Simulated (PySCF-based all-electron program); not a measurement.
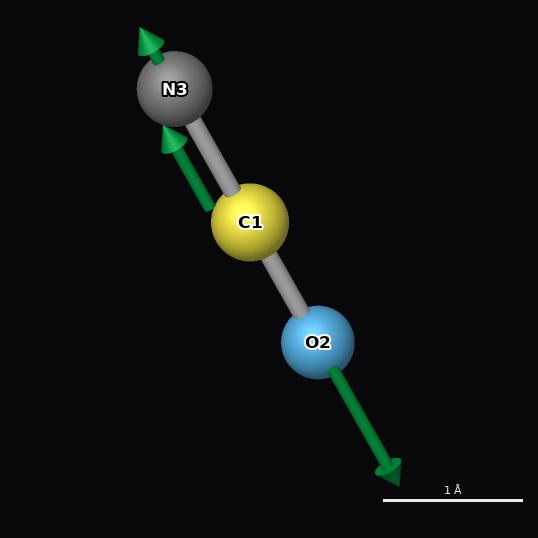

Arrows show the forces on the atoms, 0.08 Å of arrow for 1 eV/Å; forces under a tenth of the largest aren't drawn. Charge 0, doublet. Level of theory: PBE, all-electron, scalar-relativistic (spin-free Dirac), large uncontracted Gaussian sets (PySCF-based all-electron program).

Question: On which atom is the force largest, and how large is it?

Answer: On O2: 13.27 eV/Å.

Question: Which bond do the forces act along most?

Answer: C1–O2, now 1.080 Å: the forces push its atoms apart, so a first step downhill lengthens it.

List the force components in the frame of the picture (x right, y up, z towards the viewer), in eV/Å.

```csv
atom,Fx,Fy,Fz
C1,−4.24,7.51,3.65
O2,6.01,−10.64,−5.17
N3,−1.77,3.13,1.52
```
